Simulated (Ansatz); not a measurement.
**Au (Gold): the spin part of the Knight shift**

Aim: the contact shift that conduction electrons give to the nuclei of Au (Gold), and how far it is converged.

Method: DFT, PBE, plane-wave PAW, default files (PAW set soft_2), collinear spin, scalar-relativistic, in Ansatz 0.2.0.

The database entry behind the starting cell differs from later determinations by our own check (0.1 to 0.3 % short, probably kX units), so it need not match the best structure at ambient conditions.

## 1. Starting point

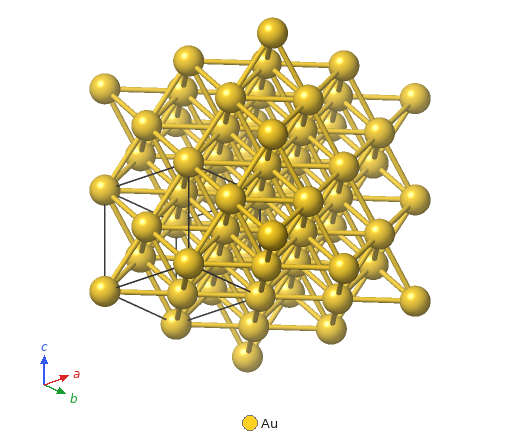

The cell as given, from a free direction (gold yellow). 2×2×2 cells are drawn. This picture shows the conventional cell, with its axes. Some periodic images of atoms are drawn too.

The cell is an entry of the Crystallography Open Database; it need not be the form that is stable at ambient conditions.

## 2. Applying a field to the spins

A field acting on the spins alone polarises the electrons at the Fermi level, and through exchange the cores. The spin density that this leaves at a nucleus gives the contact field (2μ₀/3) μB ρ_s, and its ratio to B is the isotropic contact shift K; the spin-dipolar anisotropy is not included. The field, 400 T, is far above laboratory fields so that the moment stands clear of numerical noise; it splits the spins by 46 meV, against a smearing of 100 meV. The net moment comes from states near the Fermi level, so the mesh must be dense.

File input.yaml:

```yaml
crystal:
  lattice:
    - [0.0, 2.035, 2.035]
    - [2.035, 0.0, 2.035]
    - [2.035, 2.035, 0.0]
  atoms:
    - { symbol: Au, position: [0.0, 0.0, 0.0] }
kpoints:
  mp_grid: { grid: [27, 27, 27] }
scf:
  lower_state_search: "off"
  occupations: { method: fermi_dirac, width: 0.1 }
  convergence: { dr2_threshold: 1.0e-10 }
hamiltonian:
  xc: pbe
output:
  efg: { contact_densities: true, quadrupole_moments_barn: { Au: 0.547 } }
  forces: true
  dos: { de: 0.02 }
  write_density: true
  write_potential: true
  elf: true
  volumetric_format: npy
magnetization:
  spin_polarized: true
  magnetic_field: 400
```

Started as:

```sh
ansatz run input.yaml --threads 2 --pin off --max-ram 4096MiB --backend cpu --events-out ev --progress --plain --runs-dir out
```

Numbers of over 12 decimals in the logs are rounded to 6 here.

What it wrote:

```text
[a pick of lines, long numbers rounded; other set-up, energy and force rows are left out]
Functional definition: PBE
Basis set: ecut = 420 eV, 331 PW (Γ), exchange–correlation on 40×40×40 points (8 copies of the dense FFT grid, shifted against one another)
Symmetry: 48 space group operations
k-points: 560 of 19683
SCF iter   1: F=—  HF=-13149.150867 eV  |F-HF|=—  |Δ(HF+E_count)|=         —  Δρ=5.43e-2 (↑2.68e-2 ↓5.43e-2)  dr2=1.00e0  dr2_m=7.28e-2  M=0.499 μB ∫|m|=0.499 μB  ethr=3.10e-3  ⟨swp⟩=4.1  Hψ=76391  notcnv=0
SCF iter   2: F=—  HF=-13149.516280 eV  |F-HF|=—  |Δ(HF+E_count)|=         —  Δρ=5.00e-2 (↑5.00e-2 ↓2.43e-2)  dr2=8.48e-1  dr2_m=6.13e-2  M=0.050 μB ∫|m|=0.050 μB  β_m=0.30  ethr=3.10e-3  ⟨swp⟩=1.0  Hψ=24640  notcnv=0
preconditioner: auto → none  [metal: Δε(μ)=0.027 eV  Ē_g=15.752 eV  σ=0.100 eV  W_gap=0.07  n_scr=8 (ndim 8)  ℏωp=30.0 eV  f_vac=0.000  D(μ)=0.31/eV (n_scr^D=0)  sad-step TF]
SCF iter   3: F=—  HF=-13149.407372 eV  |F-HF|=—  |Δ(HF+E_count)|=         —  Δρ=2.29e-2 (↑2.25e-2 ↓2.29e-2)  dr2=3.79e-1  dr2_m=1.45e-5  M=0.007 μB ∫|m|=0.007 μB  β_m=1.00  ethr=3.10e-3  ⟨swp⟩=5.2  Hψ=64883  notcnv=0  defer=52
SCF iter   4: F=—  HF=-13149.309245 eV  |F-HF|=—  |Δ(HF+E_count)|=   9.81e-2  Δρ=9.55e-3 (↑9.55e-3 ↓9.53e-3)  dr2=4.90e-2  dr2_m=8.57e-8  M=0.008 μB ∫|m|=0.008 μB  β_m=1.00  ethr=2.00e-3  ⟨swp⟩=2.0  Hψ=29344  notcnv=0  defer=123
SCF iter   5: F=—  HF=-13149.298640 eV  |F-HF|=—  |Δ(HF+E_count)|=   1.06e-2  Δρ=4.76e-3 (↑4.76e-3 ↓4.76e-3)  dr2=5.89e-3  dr2_m=1.79e-8  M=0.008 μB ∫|m|=0.008 μB  β_m=0.30  ethr=2.58e-4  ⟨swp⟩=2.4  Hψ=22405  notcnv=0  defer=123
SCF iter   6: F=—  HF=-13149.297258 eV  |F-HF|=—  |Δ(HF+E_count)|=   1.38e-3  Δρ=5.56e-4 (↑5.56e-4 ↓5.53e-4)  dr2=7.59e-5  dr2_m=6.97e-9  M=0.008 μB ∫|m|=0.008 μB  β_m=1.00  ethr=3.10e-5  ⟨swp⟩=2.0  Hψ=20205  notcnv=0  defer=123
SCF iter   7: F=—  HF=-13149.297225 eV  |F-HF|=—  |Δ(HF+E_count)|=   3.30e-5  Δρ=3.27e-4 (↑3.27e-4 ↓3.26e-4)  dr2=1.44e-5  dr2_m=2.65e-10  M=0.008 μB ∫|m|=0.008 μB  β_m=0.30  ethr=3.99e-7  ⟨swp⟩=2.3  Hψ=22983  notcnv=0  defer=123
SCF iter   8: F=—  HF=-13149.297242 eV  |F-HF|=—  |Δ(HF+E_count)|=   1.66e-5  Δρ=2.72e-5 (↑2.62e-5 ↓2.72e-5)  dr2=2.49e-7  dr2_m=2.04e-10  M=0.008 μB ∫|m|=0.008 μB  β_m=1.00  ethr=7.56e-8  ⟨swp⟩=2.2  Hψ=24622  notcnv=0  defer=123
SCF iter   9: F=—  HF=-13149.297243 eV  |F-HF|=—  |Δ(HF+E_count)|=   1.20e-6  Δρ=4.47e-6 (↑4.47e-6 ↓4.36e-6)  dr2=2.77e-9  dr2_m=3.69e-11  M=0.008 μB ∫|m|=0.008 μB  β_m=1.00  ethr=1.31e-9  ⟨swp⟩=2.0  Hψ=26253  notcnv=0  defer=123
SCF iter  10: F=—  HF=-13149.297243 eV  |F-HF|=—  |Δ(HF+E_count)|=   6.20e-9  Δρ=1.12e-6 (↑1.12e-6 ↓8.93e-7)  dr2=1.74e-10  dr2_m=2.89e-11  M=0.008 μB ∫|m|=0.008 μB  β_m=1.00  ethr=1.46e-11  ⟨swp⟩=2.0  Hψ=25821  notcnv=0  defer=123
SCF iter  11: F=—  HF=-13149.297243 eV  |F-HF|=—  |Δ(HF+E_count)|=   8.00e-9  Δρ=3.64e-7 (↑3.16e-7 ↓3.64e-7)  dr2=1.41e-12  dr2_m=1.69e-11  M=0.008 μB ∫|m|=0.008 μB  β_m=0.30  ethr=1.00e-12  ⟨swp⟩=2.0  Hψ=26277  notcnv=0  defer=123
SCF iter  12: F=—  HF=-13149.297243 eV  |F-HF|=—  |Δ(HF+E_count)|=   4.38e-9  Δρ=4.87e-7 (↑4.22e-7 ↓4.87e-7)  dr2=1.38e-12  dr2_m=3.14e-11  M=0.008 μB ∫|m|=0.008 μB  β_m=0.65  ethr=1.00e-12  ⟨swp⟩=2.0  Hψ=26209  notcnv=0  defer=123
SCF iter  13: F=-13149.297243 eV  HF=-13149.297243 eV  |F-HF|=3.64e-12  |Δ(HF+E_count)|=   4.31e-9  Δρ=3.48e-7 (↑3.48e-7 ↓2.84e-7)  dr2=8.37e-13  dr2_m=1.54e-11  M=0.008 μB ∫|m|=0.008 μB  β_m=0.82  ethr=1.00e-12  ⟨swp⟩=5.5  Hψ=61250  notcnv=0
SCF iter  14: F=-13149.297243 eV  HF=-13149.297243 eV  |F-HF|=0.00e0  |Δ(HF+E_count)|=    0.00e0  Δρ=1.20e-7 (↑3.23e-8 ↓1.20e-7)  dr2=1.45e-12  dr2_m=8.55e-13  M=0.008 μB ∫|m|=0.008 μB  β_m=0.88  ethr=1.00e-12  ⟨swp⟩=3.4  Hψ=57323  notcnv=0
SCF iter  15: F=-13149.297243 eV  HF=-13149.297243 eV  |F-HF|=1.82e-12  |Δ(HF+E_count)|=  5.46e-12  Δρ=7.38e-8 (↑7.38e-8 ↓4.92e-8)  dr2=2.43e-12  dr2_m=2.66e-14  M=0.008 μB ∫|m|=0.008 μB  ethr=1.00e-12  ⟨swp⟩=3.4  Hψ=54299  notcnv=0
SCF converged after 15 iterations
Magnetization: 0.0078 μB (9.5039 up, 9.4961 down)
Absolute magnetization: 0.0078 μB (∫|ρ↑−ρ↓|, with the PAW one-centre terms)
Per-site moments (μB) at R_I (Å): [(0.00589142, 1.187144)]
Free energy (F): -13149.297243 eV
Fermi energy:    20.991605 eV
--- Forces (eV/Å), atoms counted from 1 ---
--- PAW observables at the nuclei: V_zz in 10²¹ V/m², potentials from the cell's mean, atoms counted from 1 ---
  atom   1  Au V_zz =    -0.000000   η = 0.0000   by run symmetry: forbidden   C_q = -0.0000 MHz
            electrostatic potential = -16463.512038 V   contact ρ = 13078499.114577 e/Å³   contact ρ_s (e/Å³): all electrons +0.641969, valence +0.658130
--- Band table (eV; the first three rows and the last of 1120) ---
  k-point 0 ↑: bands = ["-84.5614", "-35.9098", "-35.9098", "-35.9098", "10.9409", "16.1731", "16.1731", "16.1731", "17.7234", "17.7234", "35.3818", "39.4425", "39.4425", "39.4425"]
  k-point 1 ↑: bands = ["-84.5613", "-35.9129", "-35.9103", "-35.9103", "10.9897", "16.1565", "16.1904", "16.1904", "17.7152", "17.7152", "35.4416", "39.1060", "39.5017", "39.5017"]
  k-point 2 ↑: bands = ["-84.5608", "-35.9222", "-35.9117", "-35.9117", "11.1344", "16.1100", "16.2395", "16.2395", "17.6939", "17.6939", "35.6076", "38.2892", "39.6753", "39.6753"]
  k-point 559 ↓: bands = ["-84.4959", "-36.0174", "-36.0108", "-35.9492", "14.9205", "15.6208", "15.8636", "17.6240", "19.3176", "25.6561", "27.1212", "27.5940", "30.5806", "43.1656"]
```

Run time: 24 s. Hardware: 2 threads of Arm Neoverse N1, shared host; peak memory 0.51 GiB; 45 s of CPU time.

The moment is 0.00780 μB a cell, a spin susceptibility of 10.9 × 10⁻⁶ emu per mole of atoms. With 7.769 T for 1 e/Å³:

| site | nucleus | contact shift (ppm) | from valence states | rest (mostly cores) |
| --- | --- | --- | --- | --- |
| Au | 197Au | 12500 | 12800 | -314 |

The split depends on the files: semicore shells that they treat as valence count in the first part.

## 3. Is the response linear?

The shift is a ratio that holds only while the moment grows in step with the field, so the field is doubled.

Edit input.yaml of step 2 so:

```diff
@@ -18,9 +18,4 @@
   forces: true
-  dos: { de: 0.02 }
-  write_density: true
-  write_potential: true
-  elf: true
-  volumetric_format: npy
 magnetization:
   spin_polarized: true
-  magnetic_field: 400
+  magnetic_field: 800
```

What it wrote:

```text
[a pick of lines, long numbers rounded; other set-up, energy and force rows are left out]
[...]
Basis set: ecut = 420 eV, 331 PW (Γ), exchange–correlation on 40×40×40 points (8 copies of the dense FFT grid, shifted against one another)
Symmetry: 48 space group operations
k-points: 560 of 19683
[...]
SCF converged after 15 iterations
Magnetization: 0.0155 μB (9.5078 up, 9.4922 down)
Absolute magnetization: 0.0155 μB (∫|ρ↑−ρ↓|)
Per-site moments (μB) at R_I (Å): [(0.011734, 1.187144)]
Free energy (F): -13149.297514 eV
Fermi energy:    20.991149 eV
--- Forces (eV/Å), atoms counted from 1 ---
[...]
atom   1  Au V_zz =    -0.000000   η = 0.0000   by run symmetry: forbidden   C_q = -0.0000 MHz
[...]
```

It took 19 s on 2 threads; peak memory 0.5 GiB; 37 s of CPU time.

The moment goes from 0.00780 to 0.0155 μB, a factor of 1.99, and the shift of Au from 12500 to 12400 ppm. The response is linear on all sites, to 3 % of the larger of shift and valence part or 3 ppm; the largest move is -57 ppm, on Au.

## 4. How settled the numbers are

Each row names what differs in the settings from the first run, the PAW files staying the same unless named (PBE, default files (PAW set soft_2), mesh 27×27×27, fermi dirac smearing of 0.1 eV, cutoff 420 eV, 400 T). Shifts in ppm; times on 2 threads of Arm Neoverse N1, shared host.

| run | time | χ_s (10⁻⁶ emu/mol) | Au |
| --- | --- | --- | --- |
| first run | 24 s | 10.9 | 12500 |
| fermi dirac 0.2 eV | 19 s | 9.88 | 11000 |
| gaussian 0.1 eV | 16 s | 13.9 | 16400 |
| mesh 34×34×34 | 36 s | 9.36 | 10400 |
| mesh 9×9×9 | 3.5 s | 2.33 | 2250 |
| LDA | 17 s | 10.9 | 12600 |

## 5. Summary of results

- 197Au contact shift: 12500 ppm
- spin susceptibility: 10.9 × 10⁻⁶ emu per mole of atoms

**Reading.** The spin part of the Knight shift is 12500 ppm on Au in the first run. Another form of smearing at the same width (gaussian) changes the shift of Au by +31 %; it is narrower in effect than Fermi-Dirac smearing, so mesh noise enters. Widening the smearing to 0.2 eV changes the shift of Au by -11 %. The finer mesh 34×34×34 changes the shift of Au by -17 %; at least one site moves by over 5 %, so the first run is not converged in the mesh. Another functional changes the shift of Au by +1.3 % (LDA). Over the rows of this table on the first cell the shift spans 2250 to 16400 ppm on Au. 1 further run of this session (failed, refused or on trial settings) is not shown. The orbital shift is left out; on d- and f-block metals such as Au it can be large. Spin-orbit coupling is missing.

[Logs are printed without paths, hosts, clocks, repeated set-up lines and the standing remarks that a program may print on its own settings, such as how far it seeks lower states.]

[Hosts, paths, dates, database ids (printed as entryN), source tags and the programs' standing remarks are cut or masked in the printed files.]
